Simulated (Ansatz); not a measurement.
Cubic perovskite KMgF3, treated with BLYP in Ansatz (PAW).

Settings: plane-wave cutoff 520 eV, 8×8×8 k mesh, Fermi–Dirac smearing 0.01 eV, scalar-relativistic PAW data made under PBE.

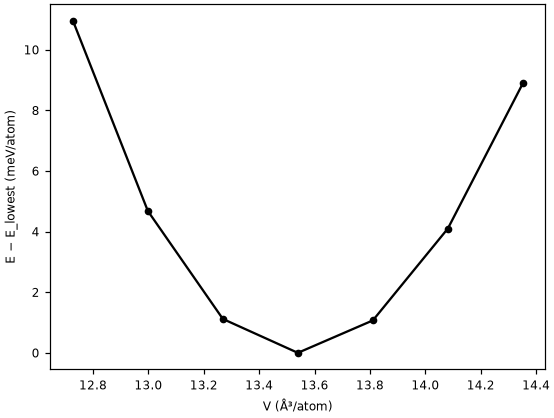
Figure: Total energy against volume

Problem. From the curve, estimate the equilibrium volume and the bulk modulus.

Solution. V0 ≈ 13.5 Å³/atom and B0 ≈ 65 GPa; the fit gives V0 = 13.538 Å³/atom, B0 = 64.7 GPa, B′ = 4.5.

Measured, for comparison: bulk modulus 75.1 GPa (room temperature, not corrected to a static lattice, our sources range from 71.2 to 75.1; as tabulated in Vaitheeswaran et al. (2007), arXiv:cond-mat/0703621); equilibrium volume per atom 12.70 Å³/atom (room temperature, not corrected to a static lattice; as tabulated in Vaitheeswaran et al. (2007), arXiv:cond-mat/0703621). Computed (rounded) less measured: bulk modulus -14 % (-9 % to -14 % over the range), equilibrium volume per atom +6.6 %.

Static lattice: no zero-point or thermal effects.

Ansatz is a quantum-chemistry and plane-wave program.
